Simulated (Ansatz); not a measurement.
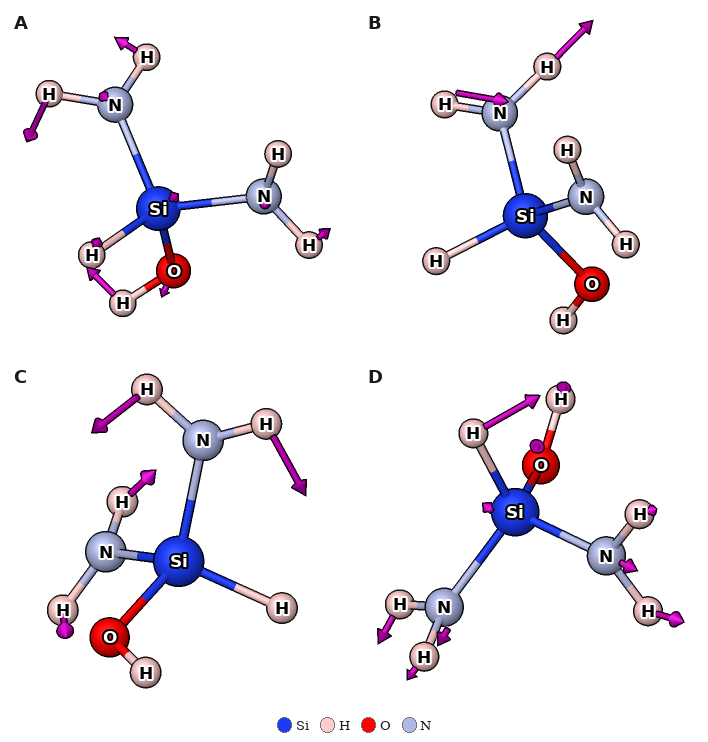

4 normal modes of one molecule or complex, as arrows. Harmonic vibrations computed with RKS PBE0-D4/def2-TZVP (Ansatz 0.2.0) at a stationary point of the same level.

Question: Match the panels to the wavenumbers 374 cm⁻¹, 807 cm⁻¹, 1576 cm⁻¹, 3714 cm⁻¹.

Answer: A: 374 cm⁻¹
B: 3714 cm⁻¹, out-of-phase stretching of 2 N–H bonds
C: 1576 cm⁻¹, angle bending
D: 807 cm⁻¹
